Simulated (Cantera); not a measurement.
Input: 1 mol FeS2, 240 mol H2, 0.49 mol H2O, at 10.0 mbar.

Cantera equilibrium calculation (NASA polynomials, part measured and part estimated; ideal gas, pure solids and liquids). Candidate condensed phases: Fe, FeO, Fe(OH)2, Fe(OH)3, FeS, FeSO4, FeS2, Fe2O3, Fe2(SO4)3, Fe3O4, H2O, H2SO4, S; 22 gas species. Rates play no part.

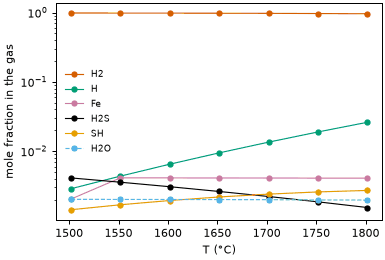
*Equilibrium gas composition (values under 1e-9 drawn at 1e-9)*

At 1502 °C the condensed part is Fe(δ). From 1552 °C to 1802 °C nothing is condensed. The main Fe-bearing gas is Fe throughout.
